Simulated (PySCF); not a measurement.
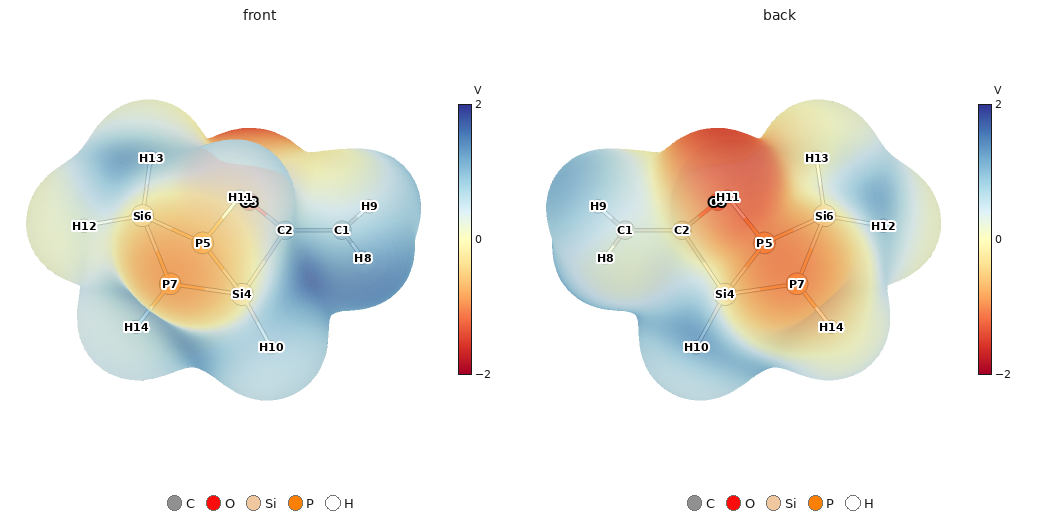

C2H7OP2Si2 (SMILES [CH2]C(=O)[SiH]1P[SiH2]P1) (doublet). The molecular electrostatic potential painted on the density surface at 0.002 e/bohr³, seen from the front and from behind; the colour scale runs from red (negative) to blue (positive).

Geometry: GFN2-xTB.

Theory: PySCF, UKS B3LYP, pcH-1 on C H O P Si, non-relativistic, mean-field spin-orbit, GIAO.

```csv
atom,x (Å),y (Å),z (Å)
C,2.4707,0.8832,0.1096
C,1.2252,0.5177,-0.2245
O,0.3765,0.8434,-1.0601
Si,0.4641,-1.0304,0.7737
P,-0.9665,0.1556,2.0951
Si,-2.1940,0.1464,0.1741
P,-0.9746,-1.4506,-0.9011
H,2.9564,0.5070,0.9885
H,3.0602,1.4676,-0.5778
H,1.3299,-1.9770,1.4818
H,-0.3760,1.3986,1.9585
H,-3.5294,-0.3502,0.5223
H,-2.2409,1.4118,-0.5414
H,-1.6023,-2.5236,-0.2608
```

Where is the surface potential most negative and most positive?

The most negative region (about −1.4 V, or −32 kcal/mol for a unit charge) lies over O3, the most positive (about +1.6 V, or +37 kcal/mol for a unit charge) over Si4. O3 is the likeliest acceptor of a hydrogen bond.
